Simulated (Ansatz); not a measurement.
# Electron scattering at the Σ5 (310) boundary in bcc Mo, part 2 of 3

How much does the Σ5 (310) boundary in bcc Mo reflect electrons?

Ansatz 0.2.0; Ansatz plane-wave DFT, PBEsol, PAW files; relaxation of a bicrystal slab with its lowest layers held; PAW set soft_1 (the session's first sound run).

So far. Step 2 (Relaxing the bicrystal): The largest force component on a free atom ends at 0.0084 eV/Å, under the tolerance of 0.03, after 7 steps.

**3. Transmission across the boundary**

This step: Ansatz plane-wave DFT, PBEsol, PAW files; ballistic transport by layer matching (Landauer), zero bias; boundary relaxed in a short slab, bulk layers laid on; PAW set soft_1 (Ansatz 0.2.0).

System of this step: Σ5 (310) boundary in bcc Mo. The cell holds 44 atoms: 44 Mo. Cell: a = 5.219 Å, b = 3.147 Å, c = 50.916 Å, α = 90.0°, β = 90.0°, γ = 72.5°. It derives from Mo. Regions: lower grain, 18 atoms (18 Mo); boundary, 12 atoms (12 Mo); upper grain, 14 atoms (14 Mo). Vacuum lies along c.

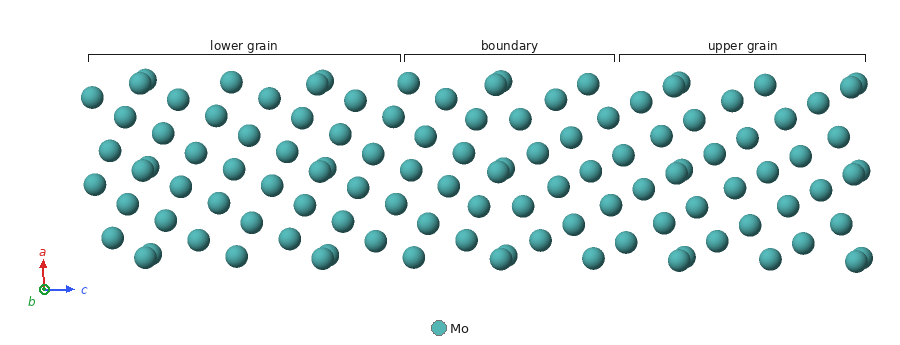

The cell of this step (molybdenum teal). 2×1×1 cells are drawn. Some periodic images of atoms are drawn too.

input.yaml reads:

```yaml
crystal:
  lattice:
    - [5.2187091076, 0.0, 0.0]
    - [0.9488562014, 3.0005467684, 0.0]
    - [0.0, 0.0, 50.9164684983]
  atoms:
    - { symbol: Mo, position: [-9.2000000002, -6.8999999999, 0.0785600439] }
    - { symbol: Mo, position: [-8.8000000002, -6.5999999999, 0.0981051696] }
    - { symbol: Mo, position: [-8.4000000001, -6.2999999999, 0.1176502954] }
    - { symbol: Mo, position: [-8.0000000001, -5.9999999999, 0.1371954212] }
    - { symbol: Mo, position: [-7.6000000001, -5.6999999999, 0.1567405469] }
    - { symbol: Mo, position: [-7.2000000001, -5.3999999999, 0.1762856727] }
    - { symbol: Mo, position: [-6.8000000001, -5.0999999999, 0.1958307984] }
    - { symbol: Mo, position: [-6.4000000001, -4.7999999999, 0.2153759242] }
    - { symbol: Mo, position: [-6.0000000001, -4.4999999999, 0.2349210499] }
    - { symbol: Mo, position: [-5.6000000001, -4.1999999999, 0.2544661757] }
    - { symbol: Mo, position: [-5.2000000001, -3.8999999999, 0.2740113014] }
    - { symbol: Mo, position: [-4.8000000001, -3.6, 0.2935564272] }
    - { symbol: Mo, position: [-4.4000000001, -3.3, 0.3131015529] }
    - { symbol: Mo, position: [-4.0, -3.0, 0.3326466787] }
    - { symbol: Mo, position: [-3.6, -2.7, 0.3521918044] }
    - { symbol: Mo, position: [-3.2, -2.4, 0.3717369302] }
    - { symbol: Mo, position: [-2.8, -2.1, 0.3912820559] }
    - { symbol: Mo, position: [-2.4, -1.8, 0.4108271817] }
    - { symbol: Mo, position: [1.0, 0.5, 0.4303723074] }
    - { symbol: Mo, position: [0.3998222011, 0.8000888994, 0.4490769941] }
    - { symbol: Mo, position: [0.8035544544, 0.0982227728, 0.4688316445] }
    - { symbol: Mo, position: [0.1972055615, 0.4013972192, 0.4885035012] }
    - { symbol: Mo, position: [0.5970872545, 0.7014563728, 0.5051098538] }
    - { symbol: Mo, position: [0.0061815934, -0.0030907967, 0.5293931722] }
    - { symbol: Mo, position: [0.6008820103, 0.6995589948, 0.553713997] }
    - { symbol: Mo, position: [0.1997639816, 0.4001180092, 0.5700690777] }
    - { symbol: Mo, position: [0.8040832442, 0.0979583779, 0.5899676104] }
    - { symbol: Mo, position: [0.3980893131, 0.8009553435, 0.6096402184] }
    - { symbol: Mo, position: [1.0003637927, 0.4998181037, 0.6284915446] }
    - { symbol: Mo, position: [0.6014043115, 0.1992978442, 0.6478081956] }
    - { symbol: Mo, position: [-2.7985956885, -2.1007021558, 0.6673533213] }
    - { symbol: Mo, position: [-3.1985956885, -2.4007021558, 0.6868984471] }
    - { symbol: Mo, position: [-3.5985956885, -2.7007021558, 0.7064435728] }
    - { symbol: Mo, position: [-3.9985956885, -3.0007021557, 0.7259886986] }
    - { symbol: Mo, position: [-4.3985956885, -3.3007021557, 0.7455338243] }
    - { symbol: Mo, position: [-4.7985956885, -3.6007021557, 0.7650789501] }
    - { symbol: Mo, position: [-5.1985956885, -3.9007021557, 0.7846240758] }
    - { symbol: Mo, position: [-5.5985956885, -4.2007021557, 0.8041692016] }
    - { symbol: Mo, position: [-5.9985956885, -4.5007021557, 0.8237143273] }
    - { symbol: Mo, position: [-6.3985956885, -4.8007021557, 0.8432594531] }
    - { symbol: Mo, position: [-6.7985956886, -5.1007021557, 0.8628045788] }
    - { symbol: Mo, position: [-7.1985956886, -5.4007021557, 0.8823497046] }
    - { symbol: Mo, position: [-7.5985956886, -5.7007021557, 0.9018948304] }
    - { symbol: Mo, position: [-7.9985956886, -6.0007021557, 0.9214399561] }
kpoints:
  mp_grid: { grid: [8, 8, 1] }
hamiltonian:
  xc: pbesol
  pseudopotentials: { kind: paw, azcp: { folder: soft_1 }, xc_functional: pbe }
scf:
  occupations: { method: fermi_dirac, width: 0.1 }
output:
  transmission:
    leads: [[10, 11], [35, 36]]
    kmesh: [20, 20]
    e_range: [-0.27, 0.27]
    de: 0.036
  write_potential: true
  write_density: true
  volumetric_format: npy
  elf: true
```

On the command line:

```bash
> ansatz run input.yaml --threads 4 --pin off --max-ram 15360MiB --backend cpu --events-out ev --progress --plain --runs-dir out
```

Numbers of over 12 decimals in the logs are rounded to 6 here.

Log:

```text
[...]
Crystal: 44 atoms, lattice volume = 797.300 Å³
Basis set: ecut = 420 eV, 15675 PW (Γ)
Bands: 370, of which v1, the nominal top of the filled ones, is band 308 counted from 1 (307 counted from 0)
Symmetry: 2 space group operations
[...]
k-points: 21 of 64 (time reversal used)
[...]
SCF iter   1: F=—  HF=-215517.342355 eV  |F-HF|=—  |Δ(HF+E_count)|=         —  Δρ=1.05e-1  dr2=7.09e2  ethr=3.10e-3  ⟨swp⟩=6.2  Hψ=27826  notcnv=0
[...]
SCF iter  13: F=-215481.030477 eV  HF=-215481.030477 eV  |F-HF|=5.85e-9  |Δ(HF+E_count)|=   5.07e-8  Δρ=1.03e-6  dr2=2.14e-8  ethr=1.62e-11  ⟨swp⟩=14.0  Hψ=21877  notcnv=0
SCF 1 converged in 13 iterations: F = -215481.030477 eV  dr2 = 2.14e-8
[...]
transmission: 773 of 7659 steps passed
transmission: 1532 of 7659 steps passed
[...]
transmission: 7659 of 7659 steps passed
WARN: The output density's exchange-correlation potential varies sharply where the density is thin. Do not read a vacuum level from v_tot or v_xc, or from such a field of the output density. On a cell that repeats whose density bears no net charge and no dipole along the vacuum's axis use v_es (v_loc + v_h of the components); under efield.dipole_correction with no amplitude use v_es + v_field, which holds any externa [...]
SCF converged after 13 iterations
Free energy (F): -215481.030477 eV
[...]
Internal energy: -215479.905972 eV  (E = F + TS)
E sigma→0 (E₀):  -215480.468224 eV
Entropy (-TS):   -1.124504 eV (-25.557 meV/atom)
Fermi energy:    17.526076 eV
[...]
--- Band table (eV; the first three rows and the last of 21) ---
  k-point 0: bands = [... 304 lower, 17.2905, 17.3516, 17.3760, 17.4243, 17.4291, 17.4453, 17.4787, 17.4946, ... 58 higher]
  k-point 1: bands = [... 304 lower, 17.0217, 17.1030, 17.1934, 17.2910, 17.3278, 17.3548, 17.4273, 17.4976, ... 58 higher]
  k-point 2: bands = [... 304 lower, 16.6830, 16.8594, 16.8683, 17.0183, 17.2891, 17.4183, 17.4484, 17.6241, ... 58 higher]
  k-point 20: bands = [... 304 lower, 17.4636, 17.5006, 17.5128, 17.5674, 17.6036, 17.6486, 17.6741, 17.6921, ... 58 higher]
--- Transmission ---
  basis      : 141 plane waves across, 69 finite elements along
  points     : 111, standing for a mesh of 20 x 20
  filling    : by the input's occupations and mesh, since the crystals that have channels conduct as metals do. If one of these is a semiconductor, that mesh has misplaced its level
  energies   : 16 from -0.270000 to 0.270000 eV about the Fermi level, 0.036000 eV apart; the leads are filled to 0.000000 eV, and channels, transmission and decay are at 0.018000 eV
  crystal 0  : Mo2, at the sites [10, 11], period 1.9903 Å, over 18.91 Å; its Hamiltonian steps by up to 7.9 meV
    offset         : up to 0.0000 Å between an atom of the period and one for which it stands
    filled         : 26.0 meV under the level at which it is neutral
    channels       : 2.470000e0 a spin
    conductance    : 1.2389e15 S/m² at 300 K; may be off by some 0.0 % by where its bands' edges are placed, 4.8 % from the k-mesh, 0.7 % from the distance to neutral
    slowest decay  : 0.0272 /Å at (0.4500, 0.3000)
[...]
filled         : 26.3 meV under the level at which it is neutral
    channels       : 2.460000e0 a spin
[...]
slowest decay  : 0.0275 /Å at (0.4500, 0.3000)
  junction   : crystal 0 to crystal 1, 13.45 to 39.45 Å
    transmission   : 1.343618e0 a spin
    conductance    : 6.6849e14 S/m² at 300 K (7.0655e14 on every other point, 6.6728e14 on every other energy)
    error estimate : 0.2 % from the energy spacing and 1.2 % from band edges of the leads and from resonances (wavevectors taken as independent; lower de), 6.5 % from the k-mesh, 3.8 % from the steps of its leads' Hamiltonians or their offsets (lay more layers), 0.7 % from the distance to neutral
    resistance     : 6.8887e-4 Ω µm² beyond half of each lead's own
```

Wall time 29 min (4 threads of Arm Neoverse V1, shared host); peak memory 9 GiB.

Numbers from this step:

* free energy: -215481.0305 eV
* energy at zero smearing: -215480.4682 eV
* Fermi energy: 17.53 eV
* cell area: 15.66 Å²
* step of the lead's potential: 7.9 meV
* ballistic conductance of the lead: 1.24e15 S/m²
* estimated errors of the lead's conductance: 0, 4.8, 0.7 % (band edges, k-mesh, distance from neutral)
* lead conductance per cell: 2.504 G₀
* step of the upper lead's potential: 9 meV
* ballistic conductance of the upper lead: 1.24e15 S/m²
* conductance of the junction: 6.68e14 S/m²
* junction conductance per cell: 1.351 G₀
* estimated errors of the junction's conductance: 0.2, 1.2, 6.5, 3.8, 0.7 % (energy step, band edges, k-mesh, leads' steps, distance from neutral)
* area resistance that the stack adds (contact term taken off, spin by spin): 0.6889 fΩ m²

Per spin. Table of transmission, zone mean by energy, zero at the Fermi level:

```
energy (eV)  transmission, zone mean
     -0.270                     1.30
     -0.234                     1.29
     -0.198                     1.28
     -0.162                     1.29
     -0.126                     1.30
     -0.090                     1.31
     -0.054                     1.33
     -0.018                     1.35
      0.018                     1.34
      0.054                     1.36
      0.090                     1.40
      0.126                     1.43
      0.162                     1.48
      0.198                     1.53
      0.234                     1.59
      0.270                     1.64
```

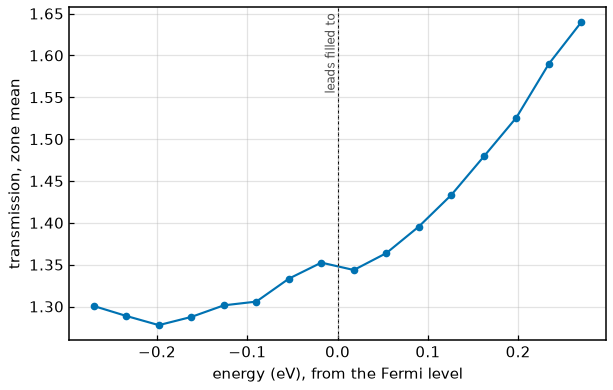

Transmission, zone mean against energy.

Per spin. The open channels, zone mean by energy, zero at the Fermi level:

```
energy (eV)  lead  upper lead
     -0.270  2.46        2.46
     -0.234  2.48        2.48
     -0.198  2.48        2.48
     -0.162  2.49        2.49
     -0.126   2.5         2.5
     -0.090  2.50        2.50
     -0.054  2.48        2.48
     -0.018  2.50        2.50
      0.018  2.47        2.46
      0.054  2.56        2.57
      0.090  2.61        2.61
      0.126  2.67        2.67
      0.162  2.73        2.73
      0.198  2.92        2.92
      0.234  3.06        3.06
      0.270  3.15        3.16
```

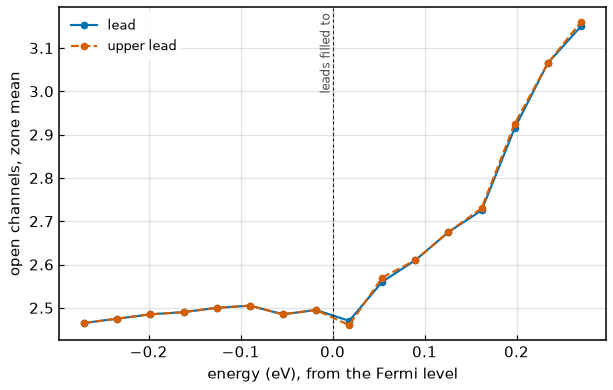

Open channels, zone mean against energy.

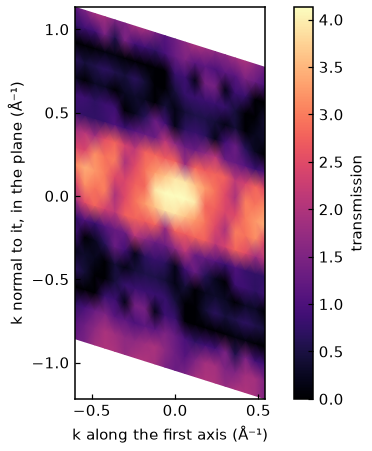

Transmission over k1 and k2. At -0.0180 eV from the Fermi level (the log's summary may quote the solved energy on the other side of it).

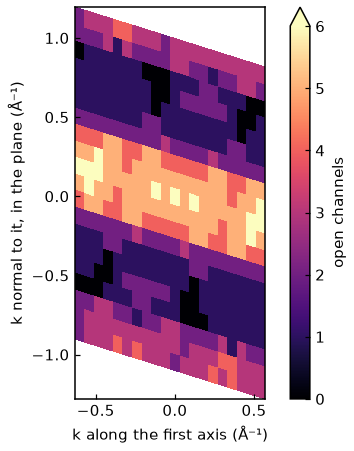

Open channels over k1 and k2. At -0.0180 eV from the Fermi level (the log's summary may quote the solved energy on the other side of it).

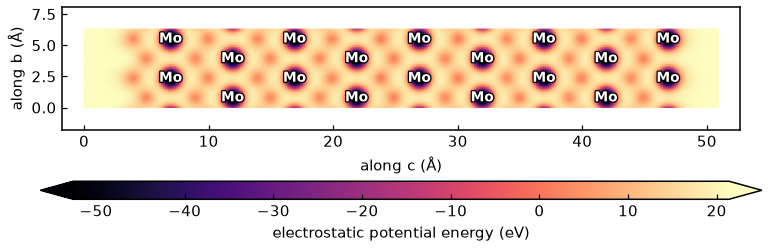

Electrostatic potential energy in the cb plane at fractional x = 0.000, with atoms of Mo within 0.2 Å of it. With pseudopotentials it is smooth inside the atoms' cores, unlike the true potential. The map starts off the cell's origin, so that atoms lie inside it.

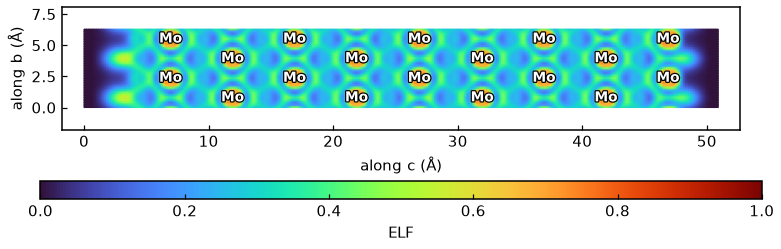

ELF in the cb plane at fractional x = 0.000, with atoms of Mo within 0.2 Å of it. It is the smooth field of the valence electrons, not physical close to the nuclei. The map starts off the cell's origin, so that atoms lie inside it.

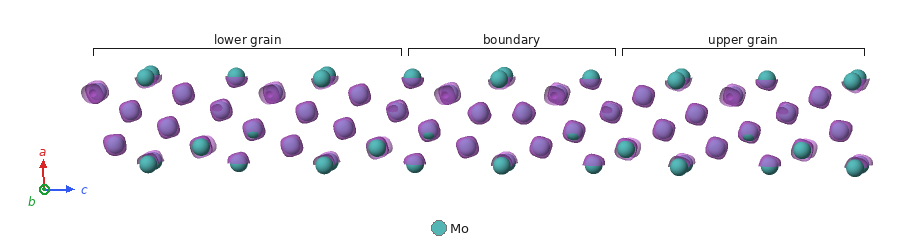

Surface of ELF = 0.67.

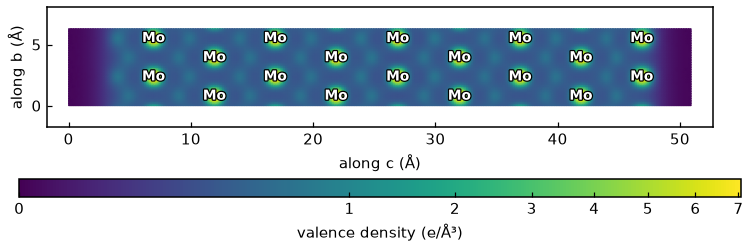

Valence density in the cb plane at fractional x = 0.000, with atoms of Mo within 0.2 Å of it. It is the smooth field of the valence electrons, not physical close to the nuclei. The map starts off the cell's origin, so that atoms lie inside it. The colour scale is stretched toward low values.

The larger of the two leads' potential steps is 9 meV from period to period, small in itself. The program estimates the junction's conductance to 6.5 % from the k-mesh, 0.7 % from the leads' distance from neutral and 3.8 % from their steps.

By hand: 1/G − 1/G_lead = 1/0.6685 − 1/1.239 = 0.689 fΩ m² with G in 10¹⁵ S/m².

**4. Specific resistance**

This step: Ansatz plane-wave DFT, PBEsol, PAW files; ballistic transport by layer matching (Landauer), zero bias; specific resistance of the boundary; PAW set soft_1 (Ansatz 0.2.0).

This step gave:

* area resistance: 0.6963 fΩ m²
* T over the leads' mean channel count: 0.5352

Averaged over the energies near the Fermi level, 53.5 % of the channels pass, which makes 0.696 fΩ m².

By hand, with T and the leads' channels N averaged over the energies near the Fermi level: RA = A (h/2e²)(1/T − ½[1/N₁ + 1/N₂]) = 15.66×10⁻²⁰ m² × 12 906 Ω × (1/1.349 − ½[1/2.521 + 1/2.521]) = 0.696 fΩ m².

(Part 2 of 3 ends here.)

[Logs are printed without paths, hosts, clocks, repeated set-up lines and the standing remarks that a program may print on its own settings, such as how far it seeks lower states.]

[Hosts, paths, dates, database ids (printed as entryN), source tags and the programs' standing remarks are cut or masked in the printed files.]
